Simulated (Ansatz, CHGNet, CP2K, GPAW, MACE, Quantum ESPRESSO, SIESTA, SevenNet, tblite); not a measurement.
# Running random rutile alloy of IrO2 and SiO2 (96 atoms) with Quantum ESPRESSO

Aim: run random rutile alloy of IrO2 and SiO2 (96 atoms) in Quantum ESPRESSO and see how near its forces come to a plane-wave reference, and at what cost.

Main program and level: Quantum ESPRESSO 7.5; the method is named at each step.

**1. The structure**

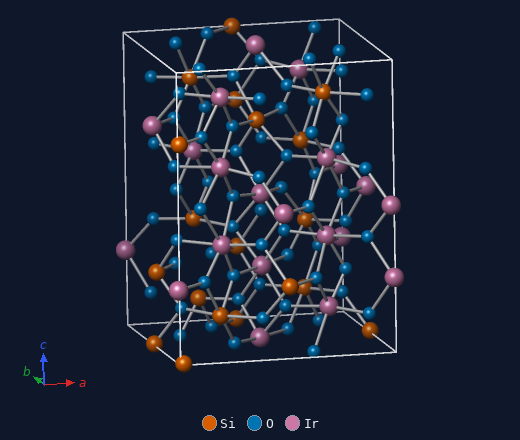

The cell as given, slightly off an axis (silicon orange, oxygen blue, iridium pink). Bonds to atoms that aren't drawn are left out. Some periodic images of atoms are drawn too.

The cell holds 96 atoms: 16 Si, 64 O and 16 Ir. Its edges and angles: a = 8.677 Å, b = 8.677 Å, c = 11.638 Å, α = 90.0°, β = 90.0°, γ = 90.0°. It derives from IrO2 (rutile), repeated 2×2×4. Rutile IrO2, 2 x 2 x 4 conventional cells, 16 of 32 Ir sites given to Si at random (x = 0.500), lattice by Vegard's rule (cell 4.338, 4.338, 2.909, 90, 90, 90); every coordinate displaced by a Gaussian of 0.07 Å. Then every atom was moved at random, 0.03 Å r.m.s. a Cartesian component.

The yardstick, on the same geometry:

```
method                 : Kohn-Sham DFT, PBE, PAW, plane waves (Ansatz 0.2.0); cutoff 420 eV, Γ point, fermi-dirac smearing of 0.05 eV; PAW set soft_2
r.m.s. force component : 3.937 eV/Å
longest force          : 17.92 eV/Å
pressure               : 35.03 GPa
SCF cycles             : 14
time                   : 8.9 s on 8 threads of Arm Neoverse V2, shared host
CPU time               : 65 s
```

**2. PBE, sssp-1.3.0-efficiency, 60/480 Ry**

Method: Kohn-Sham DFT, PBE, SSSP efficiency 1.3.0 pseudopotentials, plane waves.

The input, pw.in:

```
&control
  calculation = 'scf'
  pseudo_dir = './pseudo'
  outdir = './tmp'
  disk_io = 'none'
  tprnfor = .true.
  tstress = .true.
/
&system
  ibrav = 0
  nat = 96
  ntyp = 3
  ecutwfc = 60
  ecutrho = 480
  nosym = .true.
  occupations = 'smearing'
  smearing = 'fd'
  degauss = 0.003675
/
&electrons
  conv_thr = 4.8e-07
  electron_maxstep = 100
  mixing_beta = 0.2
  mixing_mode = 'local-TF'
  diagonalization = 'david'
/
ATOMIC_SPECIES
Si 28.085 Si.upf
O 15.999 O.upf
Ir 192.217 Ir.upf
CELL_PARAMETERS angstrom
8.67700 0.00000 0.00000
0.00000 8.67700 0.00000
0.00000 0.00000 11.63800
ATOMIC_POSITIONS crystal
Si 0.01742 0.01099 0.00359
Si 0.24768 0.24184 0.12526
O 0.14278 0.14045 0.98668
O 0.33844 0.35651 0.01146
O 0.10986 0.41512 0.13291
O 0.40971 0.10020 0.12907
Ir 0.99583 0.00065 0.25595
Ir 0.25912 0.24060 0.36626
O 0.15283 0.14961 0.25628
O 0.33470 0.33990 0.24504
O 0.08776 0.39473 0.36870
O 0.40860 0.09455 0.38106
Ir 0.98513 0.99558 0.50355
Ir 0.25777 0.23772 0.63238
O 0.13655 0.13669 0.50957
O 0.34424 0.36646 0.51192
O 0.08530 0.41199 0.61870
O 0.40058 0.09494 0.61201
Si 0.01129 0.00965 0.75262
Ir 0.25873 0.22992 0.87296
O 0.14881 0.15078 0.75154
O 0.34266 0.35133 0.75335
O 0.10822 0.38536 0.87137
O 0.40538 0.08018 0.88119
Si 0.99853 0.48656 0.00656
Si 0.26588 0.73075 0.11655
O 0.16182 0.66739 0.00196
O 0.35097 0.84164 0.00144
O 0.08831 0.90709 0.11896
O 0.41905 0.59568 0.12468
Si 0.01700 0.49900 0.24866
Si 0.25298 0.75029 0.38697
O 0.14003 0.64734 0.25266
O 0.36041 0.85489 0.24865
O 0.10307 0.89932 0.37174
O 0.39391 0.58368 0.37589
Ir 0.98992 0.48973 0.50116
Ir 0.25536 0.75803 0.61865
O 0.14833 0.64142 0.50492
O 0.34958 0.85564 0.49221
O 0.11433 0.90680 0.62790
O 0.41834 0.59601 0.63132
Ir 0.00799 0.50406 0.74960
Si 0.24693 0.75098 0.86901
O 0.14838 0.66789 0.74651
O 0.33627 0.84283 0.75100
O 0.09900 0.88534 0.85900
O 0.41053 0.59674 0.88859
Si 0.50217 0.99431 0.99912
Ir 0.75381 0.25680 0.13279
O 0.65233 0.13856 0.99849
O 0.84221 0.35241 0.98810
O 0.58930 0.40430 0.12074
O 0.90191 0.09805 0.12312
Si 0.51181 0.99710 0.24633
Ir 0.74797 0.26200 0.37443
[... 36 atom lines left out ...]
O 0.64263 0.64652 0.76036
O 0.84252 0.84793 0.74914
O 0.61521 0.91320 0.89068
O 0.91195 0.59612 0.88276
K_POINTS gamma
```

Started as:

```bash
$ OMP_NUM_THREADS=1 mpirun -np 4 pw.x -in pw.in > output.txt
```

What it wrote:

```text
Program PWSCF
     gamma-point specific algorithms are used
     one sub-group per band group will be used
     scalapack distributed-memory algorithm (size of sub-group:  2*  2 procs)
     Parallelization info
     sticks:   dense  smooth     PW     G-vecs:    dense   smooth      PW
     Min        2564    1283    320               262460    92891   11608
     Max        2566    1286    321               262466    92906   11615
     Sum       10261    5137   1281              1049853   371581   46439
     bravais-lattice index     =            0
     lattice parameter (alat)  =      16.3972  a.u.
     unit-cell volume          =    5913.0854 (a.u.)^3
     number of atoms/cell      =           96
     number of atomic types    =            3
     number of electrons       =       688.00
     number of Kohn-Sham states=          413
     kinetic-energy cutoff     =      60.0000  Ry
     charge density cutoff     =     480.0000  Ry
     scf convergence threshold =      4.8E-07
     mixing beta               =       0.2000
     number of iterations used =            8  local-TF  mixing
     Exchange-correlation= SLA  PW   PBE  PBE
                           (   1   4   3   4   0   0   0)
     crystal axes: (cart. coord. in units of alat)
               a(1) = (   1.000000   0.000000   0.000000 )
               a(2) = (   0.000000   1.000000   0.000000 )
               a(3) = (   0.000000   0.000000   1.341247 )
     reciprocal axes: (cart. coord. in units 2 pi/alat)
               b(1) = (  1.000000  0.000000  0.000000 )
               b(2) = (  0.000000  1.000000  0.000000 )
               b(3) = (  0.000000  0.000000  0.745575 )
     PseudoPot. # 1 for Si:
     Pseudo is Ultrasoft + core correction, Zval =  4.0
     PseudoPot. # 2 for O :
     Pseudo is Projector augmented-wave + core cor, Zval =  6.0
     PseudoPot. # 3 for Ir:
     Pseudo is Ultrasoft + core correction, Zval = 15.0
     atomic species   valence    mass     pseudopotential
     Si                4.00    28.08500     Si( 1.00)
     O                 6.00    15.99900     O ( 1.00)
     Ir               15.00   192.21700     Ir( 1.00)
     No symmetry found
   Cartesian axes
     number of k points=     1  Fermi-Dirac smearing, width (Ry)=  0.0037
                       cart. coord. in units 2pi/alat
        k(    1) = (   0.0000000   0.0000000   0.0000000), wk =   2.0000000
     Dense  grid:   524927 G-vectors     FFT dimensions: ( 120, 120, 160)
     Smooth grid:   185791 G-vectors     FFT dimensions: (  81,  81, 120)
     Initial potential from superposition of free atoms
     starting charge     679.9905, renormalised to     688.0000
     negative rho (up, down):  5.855E+00 0.000E+00
     Starting wfcs are  512 randomized atomic wfcs
     Self-consistent Calculation
     iteration #  1     ecut=    60.00 Ry     beta= 0.20
     negative rho (up, down):  5.517E+00 0.000E+00
     total energy              =   -5761.43972871 Ry
     estimated scf accuracy    <      67.20402756 Ry
     iteration #  2     ecut=    60.00 Ry     beta= 0.20
     negative rho (up, down):  4.997E+00 0.000E+00
     total energy              =   -5755.86997714 Ry
     estimated scf accuracy    <      28.20882704 Ry
     iteration #  3     ecut=    60.00 Ry     beta= 0.20
     negative rho (up, down):  4.873E+00 0.000E+00
     total energy              =   -5756.92681903 Ry
     estimated scf accuracy    <       4.89650853 Ry
     iteration #  4     ecut=    60.00 Ry     beta= 0.20
     negative rho (up, down):  4.757E+00 0.000E+00
     total energy              =   -5756.59115920 Ry
     estimated scf accuracy    <       1.96401457 Ry
     iteration #  5     ecut=    60.00 Ry     beta= 0.20
     negative rho (up, down):  4.806E+00 0.000E+00
     total energy              =   -5756.76132154 Ry
     estimated scf accuracy    <       0.62537389 Ry
     iteration #  6     ecut=    60.00 Ry     beta= 0.20
[...]
total energy              =   -5756.65637191 Ry
     estimated scf accuracy    <       0.42110198 Ry
[...]
c_bands:  2 eigenvalues not converged
[...]
total energy              =   -5756.67174960 Ry
[...]
iteration # 19     ecut=    60.00 Ry     beta= 0.20
[...]
total energy              =   -5756.67174987 Ry
     estimated scf accuracy    <       0.00000143 Ry
     iteration # 20     ecut=    60.00 Ry     beta= 0.20
[...]
total energy              =   -5756.67175000 Ry
     estimated scf accuracy    <       0.00000073 Ry
     iteration # 21     ecut=    60.00 Ry     beta= 0.20
     negative rho (up, down):  5.030E+00 0.000E+00
     End of self-consistent calculation
          k = 0.0000 0.0000 0.0000 ( 23220 PWs)   bands (ev):
   -38.3150 -38.2130 -38.1380 -37.7363 -37.6029 -37.3623 -37.3594 -37.3342
   -37.3213 -37.2204 -37.2076 -37.1811 -37.1161 -37.0787 -37.0450 -37.0321
   -37.0275 -37.0077 -36.9690 -36.9425 -36.8791 -36.8737 -36.8043 -36.8009
   -36.7966 -36.7757 -36.7723 -36.7470 -36.7299 -36.7248 -36.7135 -36.7114
   -36.6823 -36.6694 -36.6669 -36.6272 -36.5931 -36.5794 -36.5185 -36.5161
   -36.5064 -36.4585 -36.4117 -36.3371 -36.3121 -36.3105 -36.2904 -36.0091
[...]
18.4292  18.5195  18.5890  18.6667  18.7421  18.8507  18.9152  19.0193
    19.0800  19.1979  19.3064  19.3824  19.4524  19.5277  19.5716  19.7954
    19.8697  20.0214  20.2151  20.2987  20.5416  20.5986  20.7403  20.9011
    20.9357  21.0925  21.1819  21.3394  21.3925
     the Fermi energy is    13.8132 ev
!    total energy              =   -5756.67174990 Ry
     estimated scf accuracy    <       0.00000029 Ry
     smearing contrib. (-TS)   =      -0.01836542 Ry
     internal energy E=F+TS    =   -5756.65338448 Ry
     The total energy is F=E-TS. E is the sum of the following terms:
     one-electron contribution =   -1522.44718177 Ry
     hartree contribution      =    1273.58273470 Ry
     xc contribution           =   -1391.11960439 Ry
     ewald contribution        =   -3508.20659370 Ry
     one-center paw contrib.   =    -608.46273934 Ry
     convergence has been achieved in  21 iterations
     negative rho (up, down):  5.030E+00 0.000E+00
     Forces acting on atoms (cartesian axes, Ry/au):
     atom    1 type  1   force =    -0.20055297   -0.16035804   -0.01690417
     atom    2 type  1   force =     0.06123460    0.02150233   -0.00824235
     atom    3 type  2   force =     0.05058197    0.03497401    0.22547535
     atom    4 type  2   force =    -0.08959307   -0.14927505    0.01088778
     atom    5 type  2   force =    -0.05169599   -0.06566412   -0.08019084
     atom    6 type  2   force =    -0.03959144    0.01010034   -0.02925492
[...]
atom   94 type  2   force =     0.08777482    0.05751355   -0.18992910
     atom   95 type  2   force =    -0.15951341    0.07289102   -0.13246845
     atom   96 type  2   force =     0.03656564   -0.02825503    0.05313110
     Total force =     2.623761     Total SCF correction =     0.002776
     Computing stress (Cartesian axis) and pressure
     negative rho (up, down):  5.030E+00 0.000E+00
          total   stress  (Ry/bohr**3)                   (kbar)     P=      351.28
   0.00207649   0.00017838   0.00006464          305.46       26.24        9.51
   0.00017838   0.00209757  -0.00013306           26.24      308.56      -19.57
   0.00006464  -0.00013306   0.00298971            9.51      -19.57      439.80
     Message from routine punch:
     Nothing written, as per user request (disk_io='none')
```

It took 4.5 min on 4 MPI ranks of Arm Neoverse V2, shared host; peak memory 3.4 GiB.

Banners, paths, timers and routine set-up lines are dropped from the logs unmarked, and long logs keep their key lines alone; longer cuts are marked.

Compared with the plane-wave run:

| Quantity | Value |
| --- | --- |
| r.m.s. force component | 3.975 eV/Å |
| r.m.s. difference of force components | 44.7 meV/Å |
| longest difference of force vectors | 188.6 meV/Å |
| force difference over r.m.s. force | 1.135 % |
| slope of forces against the reference's | 1.01 |
| correlation of force components | 1 |
| pressure | 35.13 GPa |
| pressure difference | 0.0956 GPa |

Length of the force difference by element (eV/Å):

| element | atoms | mean | most |
| --- | --- | --- | --- |
| Ir | 16 | 0.072 | 0.14 |
| O | 64 | 0.070 | 0.19 |
| Si | 16 | 0.043 | 0.12 |

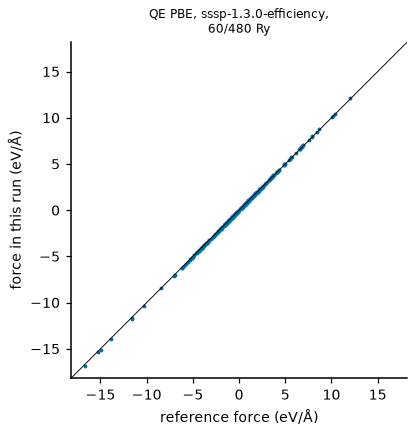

Force components against those of the reference; the line marks equality.

Local excerpt of 9 atoms (numbers count through the whole input) about Si44, picked at random; x, y, z are measured from there.

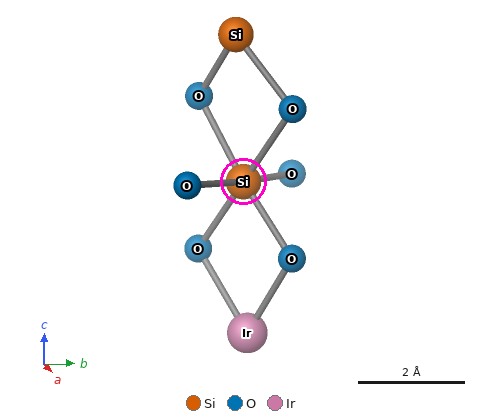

The atoms of the table, within 2.9 Å (arrows a, b, c point along x, y, z); some may hide others; the central atom is ringed.

```csv
atom,x,y,z,distance (Å),bonds,Fx,Fy,Fz (eV/Å)
Si44,0.00,0.00,0.00,0.00,6,-0.36,0.33,1.76
O47,-1.28,1.17,-0.12,1.74,3,-0.78,2.55,2.01
O46,0.78,0.80,-1.37,1.77,3,5.58,3.60,3.55
O45,-0.86,-0.72,-1.43,1.81,3,1.87,-0.68,2.33
O27,-0.74,-0.73,1.55,1.86,3,-1.12,-2.45,-0.71
O28,0.90,0.79,1.54,1.95,3,0.81,0.91,-0.42
O48,1.42,-1.34,0.23,1.96,3,-6.21,5.71,-11.66
Si26,0.16,-0.18,2.88,2.89,5,-0.68,2.79,1.75
Ir38,0.07,0.06,-2.91,2.92,6,0.59,-5.61,2.02
```

Forces lie 1.1 % from the reference's, at 17 times its CPU time (on 4 against 8 cores).

**3. PBE, sg15-1.2, 60/240 Ry**

Method: Kohn-Sham DFT, PBE, SG15 1.2 norm-conserving pseudopotentials, plane waves.

The pseudopotential files are exchanged too: ./pseudo now holds the set sg15-pbe-1.2.

pw.in, as its differences from that of step 2:

```diff
@@ -13,3 +13,3 @@
   ecutwfc = 60
-  ecutrho = 480
+  ecutrho = 240
   nosym = .true.
```

What it wrote:

```text
[banner, memory and clock lines left out]
Program PWSCF
     gamma-point specific algorithms are used
     one sub-group per band group will be used
     bravais-lattice index     =            0
[... lines left out ...]
     number of k points=     1  Fermi-Dirac smearing, width (Ry)=  0.0037
[... lines left out ...]
     total energy              =   -5570.49715262 Ry
[... lines left out ...]
     total energy              =   -5566.40559239 Ry
[... lines left out ...]
     total energy              =   -5568.25547236 Ry
[... lines left out ...]
     total energy              =   -5568.24001043 Ry
[... lines left out ...]
     total energy              =   -5568.24001036 Ry
[... lines left out ...]
     the Fermi energy is    14.0512 ev
!    total energy              =   -5568.24001024 Ry
     estimated scf accuracy    <       0.00000026 Ry
     smearing contrib. (-TS)   =      -0.01834444 Ry
     internal energy E=F+TS    =   -5568.22166581 Ry
     The total energy is F=E-TS. E is the sum of the following terms:
     one-electron contribution =   -2488.78547142 Ry
     hartree contribution      =    1674.40993842 Ry
     xc contribution           =    -835.88264341 Ry
     ewald contribution        =   -3917.96348939 Ry
     convergence has been achieved in  19 iterations
     Forces acting on atoms (cartesian axes, Ry/au):
     atom    1 type  1   force =    -0.20272278   -0.16146434   -0.01949914
     atom    2 type  1   force =     0.05985377    0.02019768   -0.00884026
     atom    3 type  2   force =     0.05478186    0.03945771    0.22220084
[...]
atom   95 type  2   force =    -0.15678000    0.06520316   -0.13663760
     atom   96 type  2   force =     0.03470939   -0.02574777    0.04925780
     Total force =     2.582066     Total SCF correction =     0.002587
     Computing stress (Cartesian axis) and pressure
          total   stress  (Ry/bohr**3)                   (kbar)     P=      151.13
   0.00070445   0.00017421   0.00006313          103.63       25.63        9.29
   0.00017421   0.00072809  -0.00013105           25.63      107.11      -19.28
   0.00006313  -0.00013105   0.00164945            9.29      -19.28      242.64
     Message from routine punch:
     Nothing written, as per user request (disk_io='none')
```

Wall time 2.9 min (4 MPI ranks); peak memory 1.6 GiB.

Compared with the plane-wave run:

| Quantity | Value |
| --- | --- |
| r.m.s. force component | 3.912 eV/Å |
| r.m.s. difference of force components | 63.99 meV/Å |
| longest difference of force vectors | 261.7 meV/Å |
| force difference over r.m.s. force | 1.625 % |
| slope of forces against the reference's | 0.9935 |
| correlation of force components | 0.9999 |
| pressure | 15.11 GPa |
| pressure difference | -19.92 GPa |

This is a coarse setting, run to see what it loses.

Against the first run (1.1 %), the force difference from the reference is 1.6 %, at 0.65 times the CPU time.

**4. All runs compared**

Differences are against the plane-wave reference, forces as r.m.s. over components; share is that over the reference's r.m.s. force, slope the least-squares factor from reference forces to these. Total energies of different programs have different zeros and aren't compared.

| run | Δ force, r.m.s. (meV/Å) | share (%) | slope | Δ pressure (GPa) | cores | CPU time | memory (GiB) |
| --- | --- | --- | --- | --- | --- | --- | --- |
| reference | - | - | - | - | 8 | 65 s | 1.5 |
| QE PBE, sssp-1.3.0-efficiency, 60/480 Ry | 44.7 | 1.14 | 1.010 | 0.0956 | 4 | 18 min | 3.4 |
| QE PBE, sg15-1.2, 60/240 Ry (coarse) | 64.0 | 1.63 | 0.994 | -19.9 | 4 | 12 min | 1.6 |

Rows marked coarse were listed beforehand as settings not expected to be converged; some can still land near the reference.

CPU time is summed over cores on a shared host, where runs went side by side, so it is rough. Symmetry, cutoffs, thresholds, outputs and thread counts weren't matched or tuned between programs; memory under MPI is the largest rank's times the ranks.

**5. What came out**

```
nearest in forces : QE PBE, sssp-1.3.0-efficiency, 60/480 Ry, 1.1 %
its CPU time      : 18 min
```

PBE on plane waves or a grid with other potentials, cutoffs or grids, coarse settings apart, differs from the reference by 1.1 % (QE PBE, sssp-1.3.0-efficiency, 60/480 Ry) of the r.m.s. force; this holds the reference's own error, so differences of a few per cent don't tell which side is nearer the exact PBE result (QE's 60 Ry are 816 eV, against the reference's 420 eV). Runs with settings chosen to be coarse differ by 1.6 % (QE PBE, sg15-1.2, 60/240 Ry), their programs' other errors included. None of the electronic-structure runs in the table takes under half the reference's CPU time of 65 s; they take 11 to 17 times as much. In pressure, QE PBE, sg15-1.2, 60/240 Ry misses by -19.9 GPa, at the same functional; a cutoff this low leaves a large Pulay stress. The potentials hold different valence shells: 720 electrons in the reference, 688 in Quantum ESPRESSO with SSSP; this bears on time and differences. The reference's stress is far from hydrostatic: its diagonal is 30.5, 30.8, 43.7 GPa, compression counted positive. The host structure and its lattice constant were typed by rule, without a check against the phase diagram. The reference's pressure of 35 GPa belongs to a cell and atoms that aren't relaxed at this level. The runs have no spin polarisation, so moments on Ir can't form, and no Hubbard term. The electronic-structure runs sample only Γ, in a cell whose shortest periodic width is 9 Å, which is coarse for a cell with partly filled levels. Spin–orbit coupling is left out, which matters for the levels of the heavy elements.

[Also dropped from logs without a mark: logging warnings of Python, and SIESTA's first energy breakdown and zero terms.]

[Logs are printed without paths, hosts, clocks, repeated set-up lines and the standing remarks that a program may print on its own settings, such as how far it seeks lower states.]

[Hosts, paths, dates, database ids (printed as entryN), source tags and the programs' standing remarks are cut or masked in the printed files.]
